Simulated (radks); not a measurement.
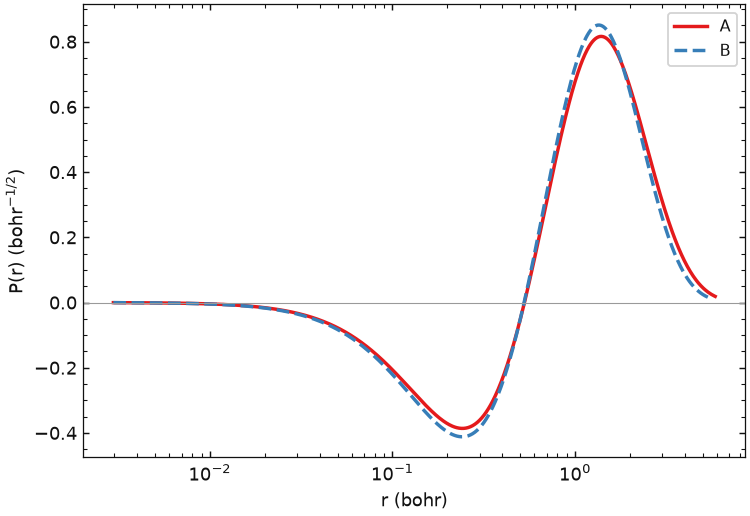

Two charge states of chlorine were computed: Cl²⁺ in [Ne] 3s2 3p3 (open shells shared over both j by 2j + 1); Cl⁺ in [Ne] 3s2 3p4 (open shells shared over both j by 2j + 1). Method: Dirac Kohn-Sham, PBE, spin-unpolarised, spherical densities, point nucleus; computed with the in-house radial solver radks. The speed of light is set to 13703.6 atomic units.

The plot shows P(r) = r R(r) of the 3p3/2 orbital in both runs (large components where relativistic).

Assign A and B.

A is Cl⁺ in [Ne] 3s2 3p4 (open shells shared over both j by 2j + 1) (⟨r⟩ = 1.71 bohr, eigenvalue −19.4 eV); B is Cl²⁺ in [Ne] 3s2 3p3 (open shells shared over both j by 2j + 1) (⟨r⟩ = 1.60 bohr, eigenvalue −31.7 eV). Fewer electrons screen less, so the orbital shrinks.
